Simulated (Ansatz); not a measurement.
## KTaO3, pressure series

Base system: KTaO3 in the cubic perovskite structure (space group Pm-3m, No. 221; a = 3.989 Å).

Cell and atoms are relaxed at each pressure.

Calculations: plane-wave PAW DFT at the r2SCAN level (Ansatz, an electronic-structure program, 500 eV), spin-orbit coupling left out, earlier PAW set.

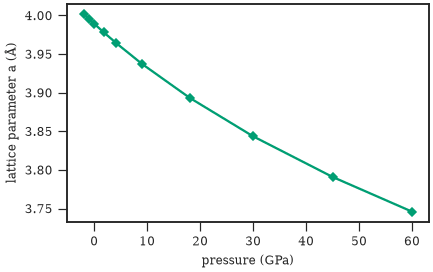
*Lattice parameter a against pressure*

### Question
From the plot, what is the lattice parameter a for pressure 4.2 GPa?

### Answer
About 3.96 Å.

### Question
Is the trend monotonic over the range shown?

### Answer
Yes, it falls throughout, spanning 374.6 pm to 400.2 pm.

Load acts through the strain it causes; cell and atoms are relaxed under it. Whether these cells are dynamically stable was not tested. Competing high-pressure phases were not computed.
